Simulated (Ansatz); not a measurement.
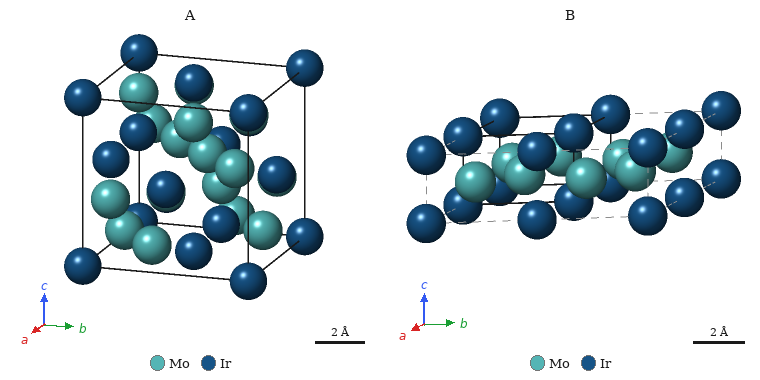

Two structures of Mo2Ir, each relaxed to rest (conventional cells in solid outline, small ones repeated, not to one scale). Method: Ansatz 0.2.0, DFT PBE, scalar-relativistic, plane waves, PAW, without spin polarisation.

Question: Give the type and space group of each.

Answer: A: cubic Laves phase (C15, MgCu₂ type), Fd-3m. B: AlB₂ type, P6/mmm.

Question: Which has the lower energy, and by how much?

Answer: B is lower, by 132 meV/atom at this level of theory (energies at zero smearing). Volumes: A 15.7, B 15.4 Å³/atom.

One or both may be structure types tried for this composition rather than known phases.
